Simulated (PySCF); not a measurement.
C$_{4}$H$_{10}$BNSi (SMILES B[C@H](C#C)[SiH2]NC)

```xyz
17

B    -1.5035   -1.5860    1.1683
C    -1.2930   -0.0937    0.8293
C    -2.3570    0.5542    0.1115
C    -3.2490    1.1011   -0.4722
Si    0.2699   -0.1905   -0.3159
N     1.5556    0.4124    0.6477
C     2.9194    0.4666    0.1769
H    -0.9384   -2.0644    2.0748
H    -2.1924   -2.2502    0.4940
H    -1.0170    0.5266    1.6852
H    -4.0408    1.5693   -0.9761
H     0.6764   -1.5459   -0.7039
H    -0.0406    0.5558   -1.5479
H     1.3682    1.1473    1.3144
H     3.1237    1.3713   -0.4047
H     3.6099    0.4308    1.0208
H     3.1017   -0.3926   -0.4628
```

Geometry: GFN2-xTB.

The calculation used PySCF, B3LYP/def2-SVPD, SCF density, gas phase.

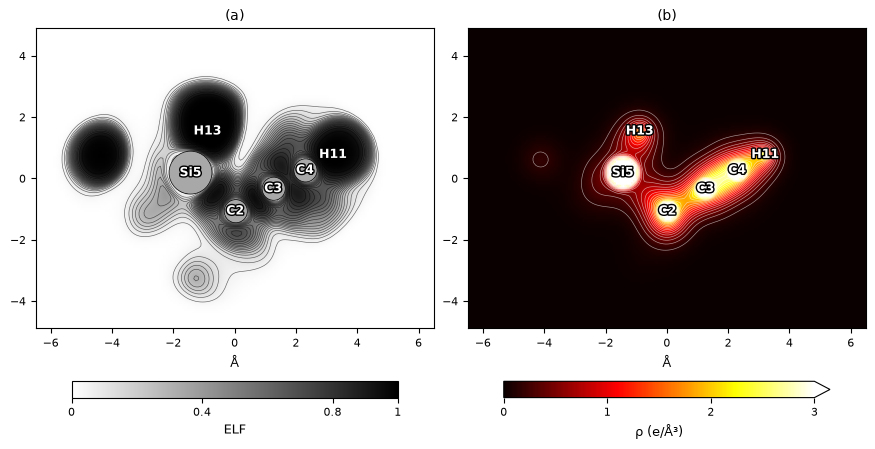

Figure 1. (a) electron localisation function; (b) total electron density on the plane of atoms C3, C2 and Si5. Grey discs cover the atomic cores in the ELF map.

What do the fields say about this system?

- Atoms in the plane: C, Si and H.
- C–C (1.20 Å): ρ is about 2.7 e/Å³ halfway; the ELF peaks at about 0.80 between the atoms; a short, multiple covalent bond.
- C–Si (1.94 Å): ρ is about 0.82 e/Å³ halfway; the ELF peaks at about 0.95 between the atoms: a shared electron pair.
- C–H (1.05 Å): ρ at the midpoint is about 2.1 e/Å³; the ELF climbs to about 1 towards the hydrogen, as it does in any bond to H (a covalent bond by its length).

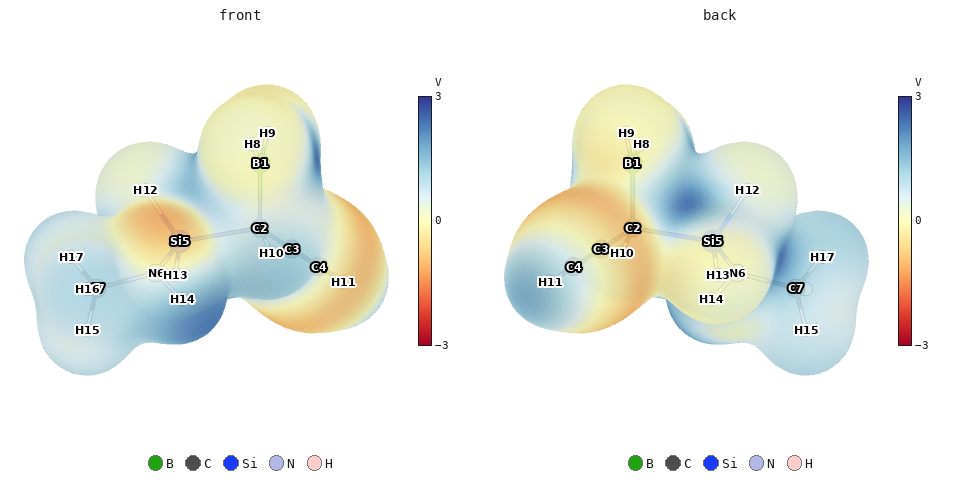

Figure 2. The electrostatic potential painted on the density surface at 0.004 e/bohr³, seen from the front and from behind; red is negative and blue positive.

Which sites attract a positive test charge, and which a negative one?

A positive charge is drawn to the negative regions and a negative charge to the positive ones. The most negative region (about −1.0 V) lies over C3, C4 and N6, the most positive (about +2.4 V) over B1, Si5 and H14.
